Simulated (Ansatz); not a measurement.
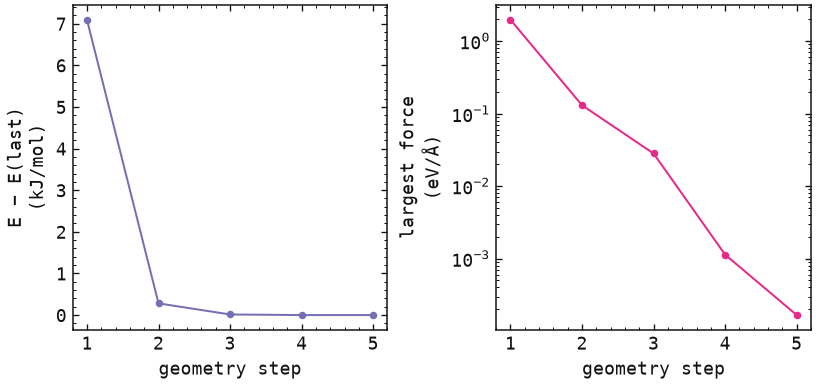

History of a geometry optimisation.

System: GeH₄ (SMILES [GeH4]).
Method: Ansatz, HF/def2-SVP, Gaussian basis.

> How did it end, and what did it gain?

The optimisation met its thresholds at geometry 5, counting the start as the first. The energy fell by about 7.1 kJ/mol from the first step to the last. The largest force goes from about 2 eV/Å at the start to 1.7 × 10⁻⁴ eV/Å at the end.
